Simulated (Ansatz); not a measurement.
**One shape, several levels: SiH3O (SMILES [O][SiH3])**

Wanted: a comparison of 3 runs (UCAM-B3LYP/STO-3G, RPA@PBE/STO-3G, UBCCD(T)/STO-3G) of SiH3O. 

The results are computed with Ansatz 0.2.0.

65 further runs of the same task are left out: 16 that didn't finish, 49 set aside as unsound or not needed.

### 1 The system as given

SiH3O: 5 atoms, total charge 0, spin state doublet. SMILES: `[O][SiH3]`. The Si2–O1 distance was set to 1.913 Å, away from the relaxed value.

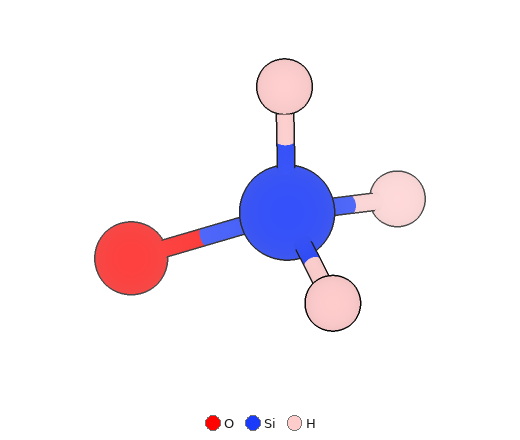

The structure, seen from a chosen angle (oxygen red, silicon blue, hydrogen pink).

### 2 The energy at UCAM-B3LYP/STO-3G (run 1)

File molecule.yaml:

```yaml
crystal:
  periodic: [false, false, false]
  atoms:
    - {symbol: O, position_ang: [-1.754344, 0.332861, 0.857817]}
    - {symbol: Si, position_ang: [-0.065850, 0.007840, 0.019870]}
    - {symbol: H, position_ang: [-0.120650, -0.242400, -1.447490]}
    - {symbol: H, position_ang: [0.685890, -1.159260, 0.572930]}
    - {symbol: H, position_ang: [0.917210, 1.125960, 0.164480]}
basis:
  gaussian:
    orbitals: STO-3G
magnetization:
  spin_polarized: true
  initial_magnetization: 1
hamiltonian:
  xc: {name: CAM-B3LYP}
accuracy: high
```

Command:

```bash
$ ansatz run molecule.yaml --threads 1 --pin off --max-ram 2610MiB --events-out events.jsonl --progress --plain --runs-dir runs
```

Standard output:

```text
Warning: RAYON_NUM_THREADS=1 ignored (pool sized by the plan → 1); use --threads N
Functional definition: CAM-B3LYP
  name "CAM-B3LYP"
  parameter alpha = 0.19
  parameter beta = 0.46
  parameter omega = 0.33/bohr
  parameter ac = 0.81
  exchange = (1 - alpha - beta)*b88_x + beta*b88_x_sr(omega) + alpha*exact_x + beta*exact_x_lr(omega)
  correlation = (1 - ac)*vwn5_c + ac*lyp_c
290 factors; integrals over basis functions are off by at most 2.8e-8 eV
138 factors; integrals over basis functions are off by at most 9.4e-10 eV
mean field evaluation 1: about -9847.7671 eV, gradient 1.5e1 eV
mean field evaluation 2: about -9848.6354 eV, gradient 1.2e1 eV
mean field evaluation 4: about -9849.7493 eV, gradient 2.4e-1 eV
mean field evaluation 8: about -9849.7036 eV, gradient 9.4e-3 eV
mean field evaluation 16: about -9849.7036 eV, gradient 1.2e-4 eV
mean field evaluation 32: about -9849.7031 eV, gradient 9.2e-3 eV
mean field -9849.70356476 eV, -361.9699296360 hartree, gradient 2.1e-8 eV, S^2 0.754828; 2 other end points of the search recorded, 0 dependent functions left out
reference -9849.70357637 eV, -361.9699300626 hartree; 13, 12 occupied and 4, 5 virtual orbitals, 290 factors
Total energy: -9849.70357637 eV, -361.9699300626 hartree
```

Run time: 13 s. Hardware: 1 thread of Arm Neoverse V1, shared host; peak memory 0.13 GiB.

### 3 A single-point energy at RPA@PBE/STO-3G (run 2)

File run.yaml:

```yaml
basis:
  gaussian:
    orbitals: STO-3G
crystal:
  periodic: [false, false, false]
  atoms:
    - {symbol: O, position_ang: [-1.754344, 0.332861, 0.857817]}
    - {symbol: Si, position_ang: [-0.065850, 0.007840, 0.019870]}
    - {symbol: H, position_ang: [-0.120650, -0.242400, -1.447490]}
    - {symbol: H, position_ang: [0.685890, -1.159260, 0.572930]}
    - {symbol: H, position_ang: [0.917210, 1.125960, 0.164480]}
magnetization:
  spin_polarized: true
  initial_magnetization: 1
hamiltonian:
  xc: {name: PBE}
correlation:
  method: rpa
  frozen_orbitals: {H: 0, O: 1, Si: 5}
accuracy: high
```

Command:

```bash
$ ansatz run run.yaml --threads 1 --pin off --max-ram 2610MiB --events-out events.jsonl --progress --plain --runs-dir runs
```

Standard output (excerpt; [...] marks lines left out):

```text
Warning: RAYON_NUM_THREADS=1 ignored (pool sized by the plan → 1); use --threads N
Functional definition: PBE
  name "PBE"
[...]
290 factors; integrals over basis functions are off by at most 2.8e-8 eV
[...]
mean field -9844.47058125 eV, -361.7776210391 hartree, gradient 1.3e-9 eV, S^2 0.753273; 4 other end points of the search recorded, 0 dependent functions left out
6 core orbitals not correlated: weight in the atoms' cores, before any rotation towards them, 0.999 or more for the frozen orbitals, at most 0.000 for the correlated occupied ones
reference -9826.65921851 eV, -361.1230655313 hartree; 7, 6 occupied and 4, 5 virtual orbitals, 290 factors
Total energy: -9831.31240616 eV, -361.2940670233 hartree
```

Wall time 17 s (1 thread of Arm Neoverse V1, shared host); peak memory 0.13 GiB.

### 4 A single-point energy at UBCCD(T)/STO-3G (run 3)

Edit molecule.yaml of step 2 so:

```diff
@@ -9,9 +9,6 @@
 basis:
-  gaussian:
-    orbitals: STO-3G
-magnetization:
-  spin_polarized: true
-  initial_magnetization: 1
-hamiltonian:
-  xc: {name: CAM-B3LYP}
+  gaussian: {orbitals: STO-3G}
+scf: {omitted_lower_state_checks: [cluster_reference, increment]}
+correlation: {method: bccd_t, frozen_orbitals: {H: 0, O: 1, Si: 5}}
+magnetization: {spin_polarized: true, initial_magnetization: 1}
 accuracy: high
```

Command:

```bash
$ ansatz run molecule.yaml --threads 1 --pin off --max-ram 2610MiB --events-out events.jsonl --progress --plain --runs-dir runs
```

Standard output:

```text
Warning: RAYON_NUM_THREADS=1 ignored (pool sized by the plan → 1); use --threads N
[... 14 lines left out ...]
6 core orbitals not correlated: weight in the atoms' cores, before any rotation towards them, 1.000 or more for the frozen orbitals, at most 0.000 for the correlated occupied ones
[... 47 lines left out ...]
Total energy: -9829.66079168 eV, -361.2333713108 hartree
Checks for a lower state left out: cluster_reference, increment
```

Run time: 0.5 s. Hardware: 1 thread of Arm Neoverse V1, shared host.

### 5 Overview of the runs

```
run              level  frozen core orbitals  energy (Eh)   ⟨S²⟩  wall time
  1  UCAM-B3LYP/STO-3G                     –  -361.969930  0.755       13 s
  2     RPA@PBE/STO-3G                     6  -361.294067  0.753       17 s
  3    UBCCD(T)/STO-3G                     6  -361.233371  0.793      0.5 s
```

### 6 What came out

```
                                          quantity          value
                               run 3: total energy  -361.23337 Eh
run 3: correlation energy (6 core orbitals frozen)      -91.4 mEh
                             run 3: (T) correction      -1.31 mEh
          run 3: ⟨S²⟩ of the reference determinant          0.793
```

**Reading.** In runs 1, 2, 3 the basis is minimal, so the values are rough. All runs together took 30 s, the longest 17 s.
